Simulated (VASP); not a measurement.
Band structure of Te$_{2}$W (relaxed from the pyrite structure, space group Pa-3). Method: PBEsol GGA, VASP's PBE PAW potentials (set 64) (plane waves; VASP 6.6.1).

Unless said otherwise, spin-orbit coupling is left out, though it shifts the bands of the heavy elements here.

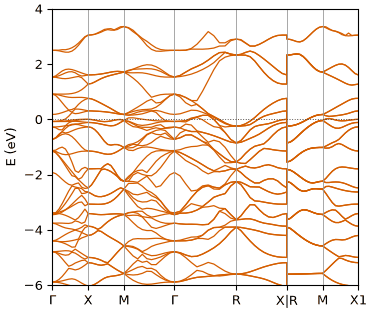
*Bands along high-symmetry lines, zero at the valence-band maximum or, without a gap, the Fermi level*

### Question
Read the plot: is there a gap, and where are the band edges?

### Answer
It has no gap at this level: it comes out as a metal or semimetal. (Edges off the drawn lines would not show.)

The structure was generated: Te2W was put into the pyrite type (Pa-3), which need not be its known phase. It was relaxed first, which changed the volume by -28 %.
